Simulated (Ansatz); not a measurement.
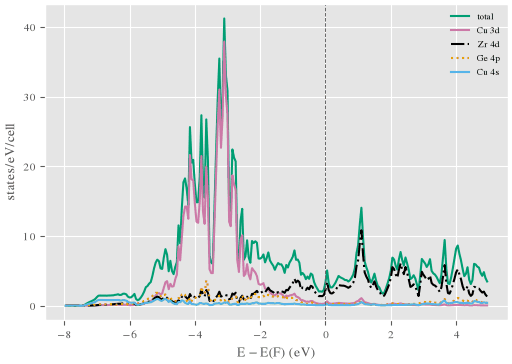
Fig. 1. Total and projected density of states of Zr₃Cu₄Ge₂ in space group P-62m (No. 189; Zr on 3g, Cu on 1b, Cu on 3f, Ge on 2c), the program Ansatz at the r²SCAN level (PAW)

### Question
Which orbitals carry the states next to the Fermi level?

### Answer
Within 0.5 eV of the Fermi level: Zr 4d 67 %, Cu 3d 12 %, Ge 4p 8 %, outside the projected shells 7 %. Projections are on Löwdin-orthogonalised atomic valence shells; empty p or d shells of many metals are not among them.

### Question
Where is the tallest occupied peak in this window, and what makes it?

### Answer
Near -3.1 eV, about 41 states/eV per cell; the largest projected share is Cu 3d.

The workflow started from a Materials Project entry (that database holds measured and hypothetical structures alike); the Crystallography Open Database copy checked does not list it. Its standing as an ambient phase is unchecked. The r²SCAN relaxation kept the symmetry of its start; whether a distortion lowers the energy is not shown. The run is not spin-polarised. Spin–orbit coupling is left out wherever it is not named.

Potentials: the later of the program's two PAW sets.
